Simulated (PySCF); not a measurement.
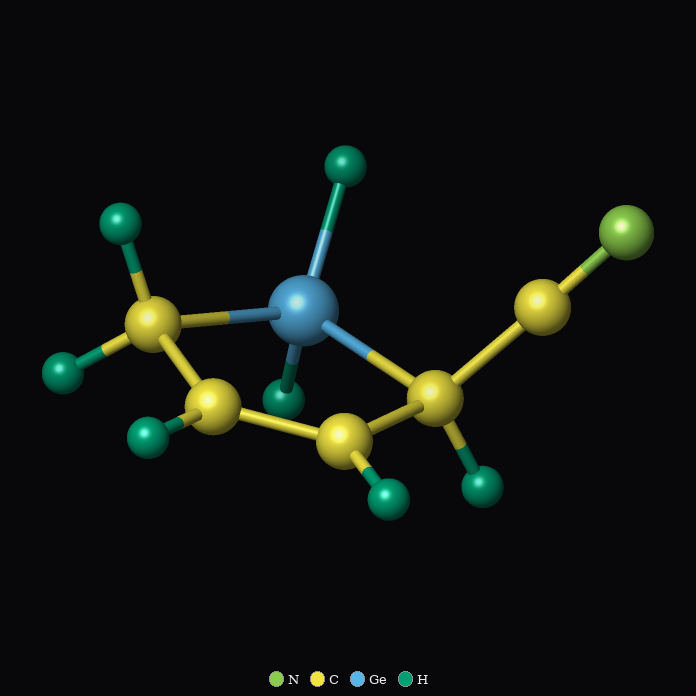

The computed structure is the end point of a PBE0-D3(BJ)/def2-SVP optimisation. No frequency run is at hand to confirm it as a minimum. Properties computed with CAM-B3LYP/def2-SVPD, gas phase (PySCF 2.14.0). Excitations: vertical, linear response.

Give the HOMO energy (Kohn–Sham orbital) at this level.

−9.17 eV.

What is the brightest of the 10 lowest singlets?

7.76 eV.

Give the HOMO–LUMO gap at this level.

9.86 eV.

Give the dipole moment at this level.

4.71 D.
